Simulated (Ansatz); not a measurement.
**Single-point calculation of CH$_{5}$ClSn**

The run: single-point calculation of CH$_{5}$ClSn. Method and program: RHF/def2-SVP (Ansatz 0.2.0).

The geometry comes from this level: r2SCAN-D4/def2-TZVP.

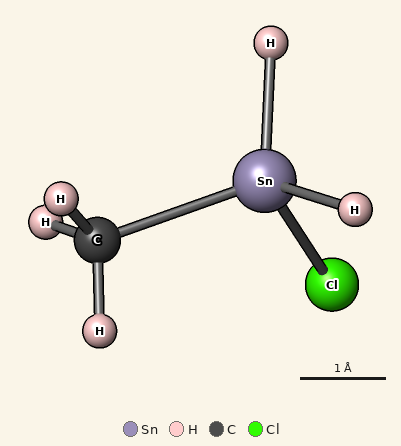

*The structure (ball-and-stick view, seen at a tilt). Sticks mark near contacts.*

Bond lengths as drawn: Cl–Sn 2.35 Å, C–H 1.09 Å, C–Sn 2.13 Å and H–Sn 1.71 Å.

**The input**
```yaml
crystal:
  periodic: [false, false, false]
  atoms:
    - {symbol: Sn, position_ang: [0.550587, -0.679942, 0.394377]}
    - {symbol: H, position_ang: [0.501515, -0.808554, 2.094540]}
    - {symbol: H, position_ang: [2.137713, -0.826603, -0.212926]}
    - {symbol: C, position_ang: [-0.509386, 1.005036, -0.368394]}
    - {symbol: H, position_ang: [-0.061776, 1.928014, 0.002095]}
    - {symbol: H, position_ang: [-1.548008, 0.950122, -0.044411]}
    - {symbol: H, position_ang: [-0.468843, 0.993444, -1.456895]}
    - {symbol: Cl, position_ang: [-0.601802, -2.561516, -0.408377]}
basis:
  gaussian: {orbitals: def2-SVP, nuclear_model: gaussian}
hamiltonian: {xc: {name: HF}}
correlation: {active_space: {window: {electrons: 40, orbitals: 30}}}
scf: {lower_state_search: light}
output: {forces: true}
```

Command:
```bash
ansatz run in.yaml --threads 4 --pin off --events-out ev --progress --plain --max-ram 3916MiB
```

**What the program printed**
```
Functional definition: HF
  name "HF"
  cite "Fock, Z. Phys. 61, 126 (1930) doi:10.1007/BF01340294"
  parent pbe
  exchange = exact_x
  correlation = 0
906 factors; integrals over basis functions are off by at most 1.3e-3 eV
mean field evaluation 1: about -19413.0579 eV, gradient 2.3e1 eV
mean field evaluation 2: about -19413.0674 eV, gradient 2.3e1 eV
mean field evaluation 4: about -19414.7608 eV, gradient 1.9e0 eV
mean field evaluation 8: about -19414.7769 eV, gradient 6.5e-5 eV
mean field -19414.77685731 eV, -713.4798896978 hartree, gradient 1.4e-6 eV, S^2 0.000000; 0 other end points of the search recorded, 0 dependent functions left out
reference -19414.77685731 eV, -713.4798896978 hartree; 25, 25 occupied and 58, 58 virtual orbitals, 906 factors
Error: with its determinants' occupation strings and the model space of its search, the run needs 172.14 GiB of memory, and 3.82 GiB are given
refused for memory
```

**What the run reported**

```json
{"quantity": "outcome", "value": "refused by the program"}
{"quantity": "hardware", "value": "4 threads of Arm Neoverse V2, 23 GiB of memory available, shared host"}
```

**Diagnosis**

A setting was made wrong on purpose: the active space doesn't fit the electrons and spin. The program refused the input: “with its determinants' occupation strings and the model space of its search, the run needs 172.14 GiB of memory, and 3.82 GiB are given refused for memory”
